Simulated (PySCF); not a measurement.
```xyz
18

C    -1.5384    1.4490   -0.7878
C    -1.6136    0.5763    0.1986
C    -1.6152   -0.9082    0.0119
C    -0.3816   -1.5504    0.6744
C     0.8532   -0.9884    0.0157
O     1.3503   -1.4232   -0.9889
O     1.3282    0.0821    0.6353
Si    2.5809    0.9854    0.0206
H    -1.5297    2.5111   -0.6120
H    -1.4871    1.1343   -1.8175
H    -1.6575    0.9131    1.2261
H    -2.5117   -1.3362    0.4688
H    -1.6168   -1.1524   -1.0519
H    -0.4066   -2.6303    0.5267
H    -0.3634   -1.3159    1.7389
H     2.6021    2.0167    1.0478
H     2.2095    1.4737   -1.3010
H     3.7887    0.1696   -0.0173
```

Geometry: GFN2-xTB.

Level of theory: PBE0/pcSseg-1, SCF density, gas phase, non-relativistic (PySCF 2.14.0).

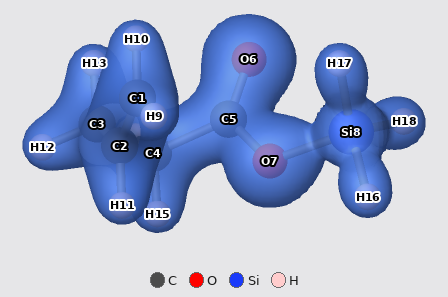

C5H10O2Si (SMILES C=CCCC(=O)O[SiH3]). Isosurface of the total electron density at 0.6 e/Å³ (blue), seen from one side.

### What does this surface tell about the bonding?

At this value the surface is in one piece. It bridges the sampled C–O (1.20 Å), C–C (1.32 Å), Si–O (1.66 Å) and C–H (1.08 Å) contacts, where the density stays above the isovalue. On the grid the lowest density along these lines, outside the cores, is 2.9 e/Å³ (C–O, 1.20 Å), 2.3 e/Å³ (C–C, 1.32 Å), 0.92 e/Å³ (Si–O, 1.66 Å) and 1.9 e/Å³ (C–H, 1.08 Å).
